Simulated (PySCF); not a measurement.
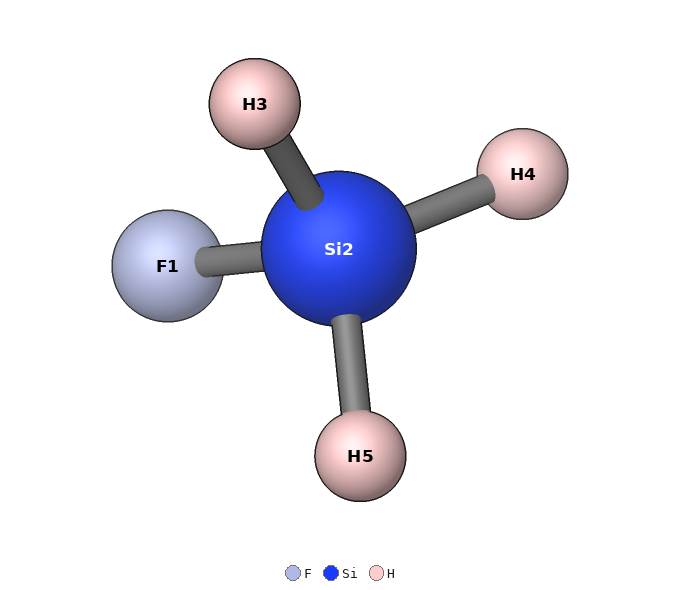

The atoms are numbered. The computed structure is the end point of a GFN2-xTB optimisation. No frequency run is at hand to confirm it as a minimum.

Give the bond lengths.

```json
{"bond": "F1–Si2", "length (Å)": "1.606", "order": "single"}
{"bond": "Si2–H3", "length (Å)": "1.454", "order": "single"}
{"bond": "Si2–H4", "length (Å)": "1.454", "order": "single"}
{"bond": "Si2–H5", "length (Å)": "1.454", "order": "single"}
```
